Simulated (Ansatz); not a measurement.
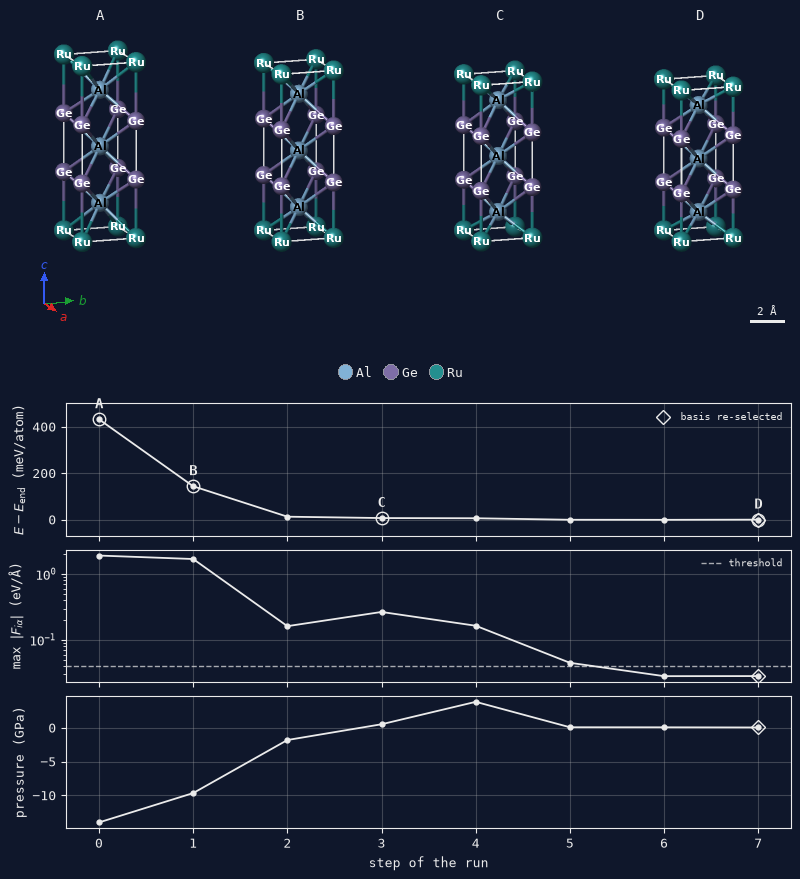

Frames of a relaxation of crystalline Al3Ge2Ru (a generated structure, set up in P4/mmm) (coarse preliminary run), marked on the history of the run. A ball-and-stick model of the cell of the calculation, seen slightly off an axis.

Theory: DFT PBE, scalar-relativistic, plane waves, PAW (Ansatz 0.2.0).

The input:
```yaml
crystal:
  lattice:
    - [3.35021203, 0.0, 0.0]
    - [0.0, 3.35021203, 0.0]
    - [0.0, 0.0, 10.6084923]
  atoms:
    - { symbol: Al, position: [0.5, 0.5, 0.17872] }
    - { symbol: Al, position: [0.5, 0.5, 0.5] }
    - { symbol: Al, position: [0.5, 0.5, 0.82128] }
    - { symbol: Ge, position: [0.0, 0.0, 0.333442] }
    - { symbol: Ge, position: [0.0, 0.0, 0.666558] }
    - { symbol: Ru, position: [0.0, 0.0, 0.0] }
basis:
  ecutwfc: 420
kpoints:
  mp_grid: { grid: [6, 6, 2] }
hamiltonian:
  xc: pbe
scf:
  occupations: { method: gaussian, width: 0.1 }
  lower_state_search: "off"
output:
  forces: true
  stress: true
  eigenvalues: true
relax:
  adjacent_minimum: "off"
  f_tol: 0.04
  max_steps: 70
  cell: { stress_tol: 0.4 }
```

Command:
```bash
ansatz run input.yaml --threads 1 --pin off --max-ram 2560MiB --backend cpu --events-out ev --progress --plain --runs-dir out
```

What happens along the run?

The energy falls by 432 meV per atom in 6 accepted moves (7 points after the start). Largest force component: 1.9 eV/Å at the start, 0.028 eV/Å at the end. Pressure: −14.00 GPa at the start and 0.05 GPa at the end. The SCF was repeated once at an unchanged geometry on a basis and grid sized afresh for the cell, which shifted the energy by 0.7 meV per atom at most. The largest moves relative to the cell, 0.30 Å, are those of Al1 and Al3. Al1 goes along −c. By element the largest moves are Al 0.30 Å, Ge 0.12 Å. Ru stays in place. The volume changes by −20.3 %, with a = b 3.350 → 3.226 Å (−3.7 %), c 10.608 → 9.114 Å (−14.1 %). Among the contacts that change: Al1–Al3 3.792 → 2.664 Å, Ge4–Ru6 3.537 → 2.917 Å, Al1–Ru6 3.034 → 2.642 Å, Al2–Ge4 2.955 → 2.810 Å. The space group stays P4/mmm (No. 123). From step 0 to 1: Al atoms move most (0.17 Å), volume −10.8 %, energy −288 meV per atom. From step 1 to 3: Al atoms move most (0.18 Å), volume −10.3 %, energy −137 meV per atom. From step 3 to 7: Ge atoms move most (0.04 Å), volume −0.3 %, energy −6.9 meV per atom.

```
step  E − E(0), meV/atom  largest force component, eV/Å  pressure, GPa  volume, Å³/atom                      note
   0                0.00                         1.9116         -14.00           19.845                          
   1             -288.34                         1.6935          -9.65           17.692                          
   2             -419.45                         0.1618          -1.80           16.260                          
   3             -425.35                         0.2659           0.53           15.861                          
   4             -426.17                         0.1642           3.85           15.314                          
   5             -432.72                         0.0449           0.09           15.825                          
   6             -432.96                         0.0282           0.08           15.814                          
   7             -432.24                         0.0282           0.05           15.814  same geometry, new basis
```
